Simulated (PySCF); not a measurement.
# EPR calculation of C2H6ClSi4

- system: C2H6ClSi4, multiplicity 2, SMILES [C]#C[Si@@H]1[SiH2][SiH2][Si@H]1Cl
- method: UKS B3LYP, pcH-1 on C Cl H Si, non-relativistic, mean-field spin-orbit, GIAO (PySCF 2.14.0)

It belongs to a series of runs on one base structure; here: H removed from sp C.

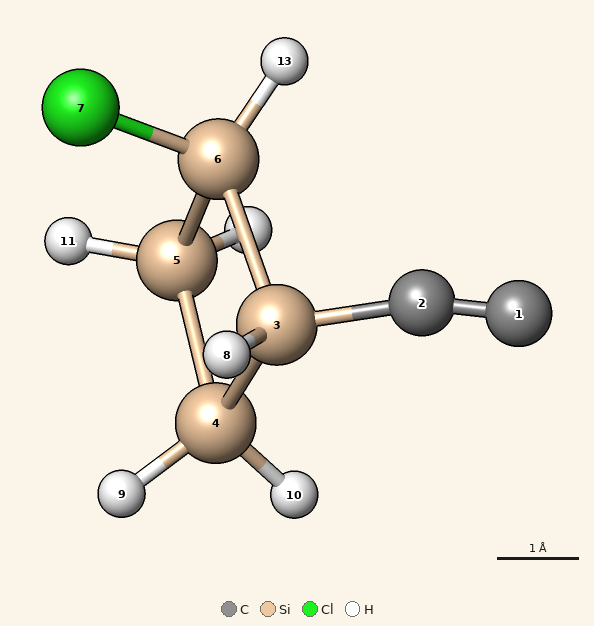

Fig. 1: The input geometry (ball-and-stick view, seen at a tilt; atoms are numbered from 1 in the order of the input).

### The input
```
{"job": {"kind": "epr", "basis": "pcH-1"}, "charge": 0, "multiplicity": 2}
C      3.551607     0.527703    -1.382050
C      2.623920     0.458431    -0.596397
Si     1.331546    -0.106820     0.582000
Si    -0.238844    -1.764075    -0.098257
Si    -1.843212    -0.089218    -0.547492
Si    -0.398511     1.580019     0.348429
Cl    -0.992413     2.144201     2.234311
H      1.935655    -0.305218     1.913060
H     -0.663351    -2.743988     0.916049
H      0.146646    -2.613434    -1.231172
H     -3.167498    -0.149574     0.084032
H     -2.147700     0.186358    -1.957013
H     -0.142235     2.876103    -0.283228
```

The first line tells a small driver script what to run in PySCF; the rest is the geometry in Å.

Run on 1 CPU thread, shared host.

Launch command:
```bash
OMP_NUM_THREADS=1 python <driver script> task.json out
```

### Log
```
UKS, coarse grid
  cycle   1  E = -1697.69281939  |g| = 5.28e-01
  cycle   2  E = -1692.26574992  |g| = 2.05e+00
  cycle   3  E = -1697.84051990  |g| = 2.34e-01
  cycle   4  E = -1697.83000183  |g| = 3.22e-01
  cycle   5  E = -1697.89505640  |g| = 1.33e-01
  cycle   6  E = -1697.89692169  |g| = 1.30e-01
  cycle   7  E = -1697.90797014  |g| = 5.19e-02
  cycle   8  E = -1697.91013687  |g| = 1.33e-02
  cycle   9  E = -1697.91029692  |g| = 6.99e-03
  cycle  10  E = -1697.91036556  |g| = 4.93e-03
  cycle  11  E = -1697.91042081  |g| = 3.21e-03
  cycle  12  E = -1697.91045181  |g| = 2.14e-03
  cycle  13  E = -1697.91047663  |g| = 1.14e-03
  cycle  14  E = -1697.91048509  |g| = 4.83e-04
UKS, final grid
  cycle   1  E = -1697.91044113  |g| = 8.07e-04
  cycle   2  E = -1697.91043863  |g| = 2.46e-03
  cycle   3  E = -1697.91044182  |g| = 2.61e-04
  cycle   4  E = -1697.91044192  |g| = 2.73e-04
  cycle   5  E = -1697.91044230  |g| = 1.68e-04
  cycle   6  E = -1697.91044243  |g| = 1.11e-04
  cycle   7  E = -1697.91044248  |g| = 4.46e-05
  cycle   8  E = -1697.91044248  |g| = 1.24e-05
E = -1697.91044248 Eh   <S^2> = 0.7591 (exact 0.7500)
g shifts (ppm)      1          2          3
  rmc          -167       -167       -167
  gc              3         10         25
  oz_so         383       1057       2865
  total         220        901       2724
hyperfine (MHz)  atom isotope    a_iso     a_fc   dipolar eigenvalues
    0   13C     487.86     487.94    -65.20    -49.06    114.26
    1   13C      29.88      29.86    -36.09    -22.64     58.74
    2  29Si      14.44      14.44    -13.72      5.43      8.29
    3  29Si      -1.82      -1.84     -1.80      0.82      0.98
    4  29Si      -9.14      -9.17     -5.10      2.42      2.68
    5  29Si     -30.80     -30.74    -19.02      9.12      9.90
    6  35Cl       2.05       1.85     -5.02     -4.42      9.44
    7    1H      -7.34      -7.35     -1.88     -0.33      2.21
    8    1H      -1.45      -1.45     -0.47     -0.39      0.86
    9    1H       2.69       2.69     -0.81     -0.40      1.21
   10    1H       1.36       1.36     -0.62     -0.20      0.82
   11    1H       3.96       3.96     -0.51     -0.16      0.67
   12    1H      -2.61      -2.62     -1.39     -0.17      1.56
```

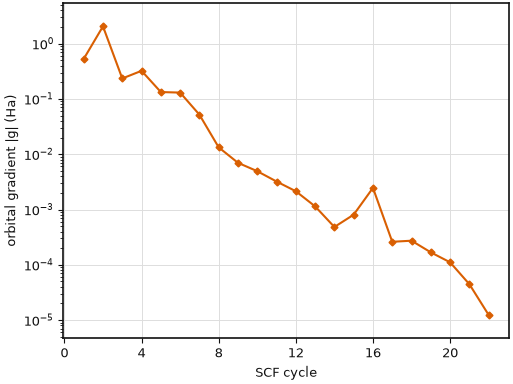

Fig. 2: Convergence of the self-consistent field: orbital gradient |g| against the SCF cycle. All cycles printed in the log are drawn one after another.

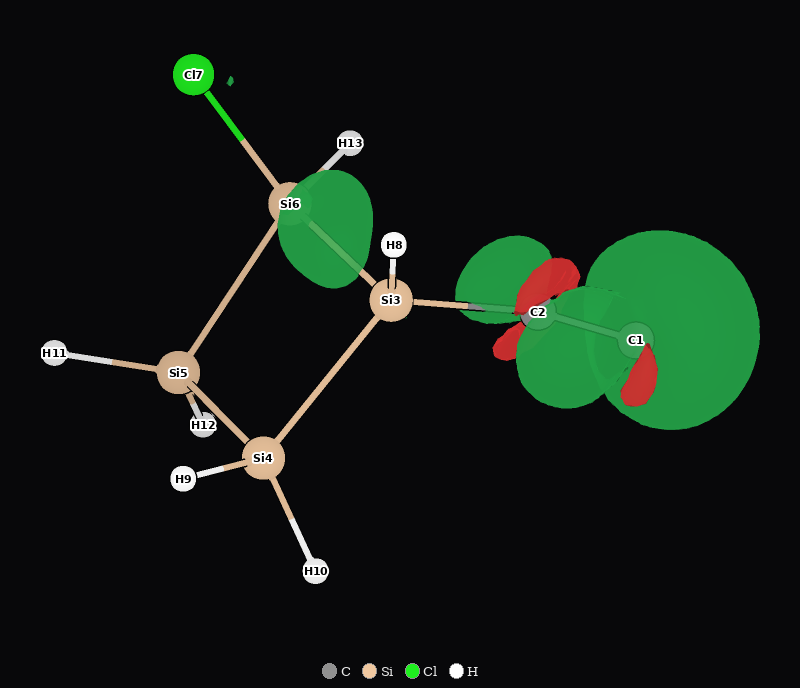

Fig. 3: Isosurfaces of the spin density at +0.02 (green) and −0.02 e/Å³ (red), seen at a tilt. The unpaired spin (1 electron) lies mostly on C1 (about 0.7) and C2 (about 0.2), in electrons by Hirshfeld's partition.

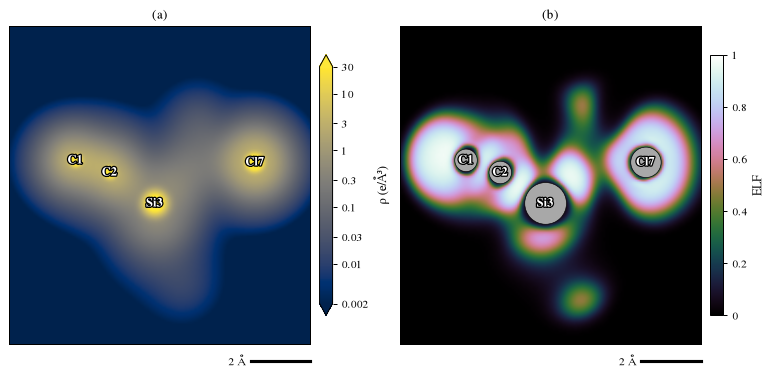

Fig. 4: (a) electron density; (b) electron localisation function on the plane of atoms C1, C2 and Si3. Grey discs, where drawn, cover atomic cores. The section cuts through C, Si and Cl sites. C–C (1.22 Å): ρ is about 2.7 e/Å³ halfway; the ELF peaks at about 0.85 between the atoms; a multiple bond by its length, whose ELF region spreads away from the axis.

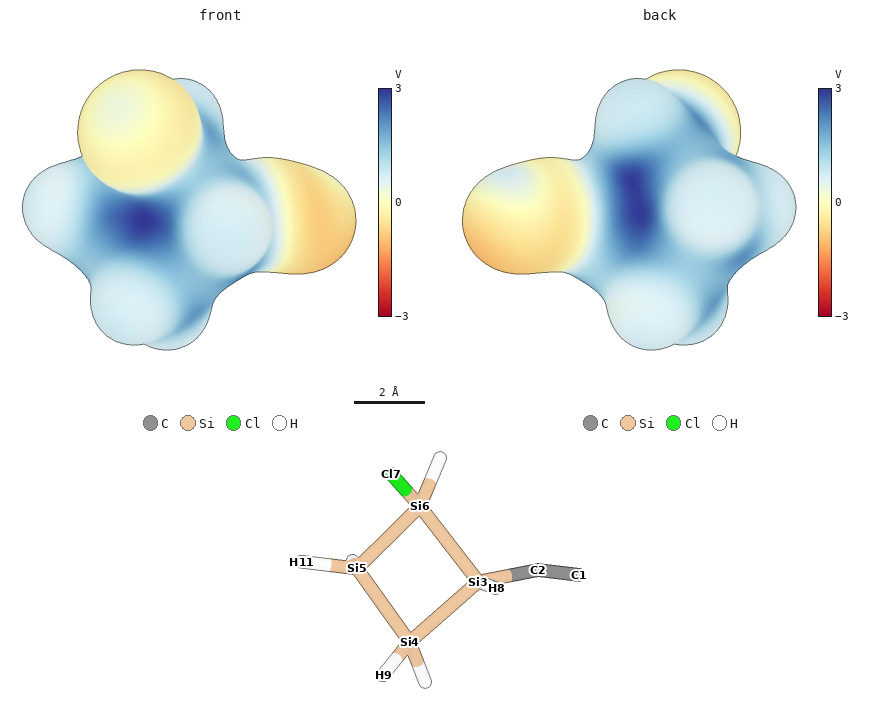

Fig. 5: The electrostatic potential painted on the density surface at 0.004 e/bohr³, seen face on and from behind; the colour scale runs from red (negative) to blue (positive). The bare structure is drawn below in the same view.

### Results in brief

```json
{"quantity": "outcome", "value": "converged"}
{"quantity": "total energy", "value": "−1697.910442 hartree"}
{"quantity": "⟨S²⟩", "value": "0.759"}
{"quantity": "isotropic g", "value": "2.0036"}
{"quantity": "wall time", "value": "4.4 min"}
{"quantity": "peak memory", "value": "1.1 GiB"}
```
